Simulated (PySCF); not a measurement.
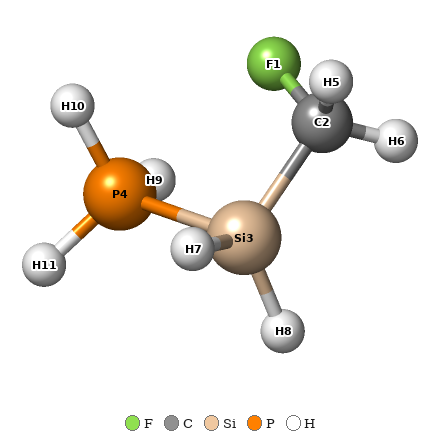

CH₇FPSi⁺, SMILES FC[SiH2][PH3+]. Vertical core-electron binding energies by ΔSCF (SCAN, pcX-2 on the ionised atom, pcseg-1 elsewhere, spin-free X2C; PySCF, at a PBE0-D3(BJ)/def2-SVP geometry (no frequency check)), gas phase, against the vacuum level. One atom of each kind was ionised; within a panel, areas follow the number of like atoms and 2j + 1 (2p levels are split by first-order spin-orbit coupling, an approximation), each panel is scaled alone, Gaussians of 0.6 eV full width. Only the regions named are shown.

> Predict the Si 2p and P 2p photoelectron lines.

| level | atoms | binding energy (eV) |
| --- | --- | --- |
| Si 2p1/2 | Si3 | 113.3 |
| Si 2p3/2 | Si3 | 112.6 |
| P 2p1/2 | P4 | 144.7 |
| P 2p3/2 | P4 | 143.8 |

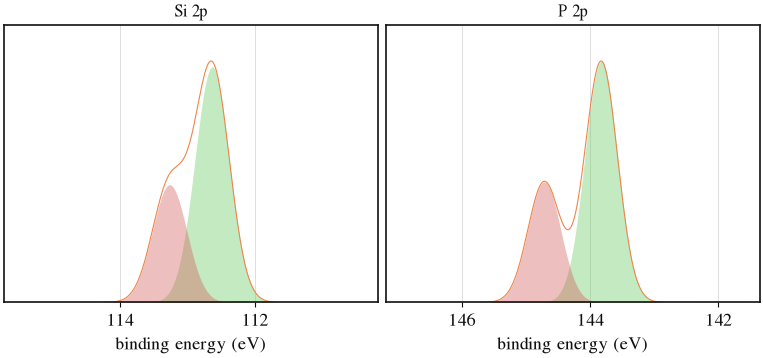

Note: one conformer of a flexible molecule.
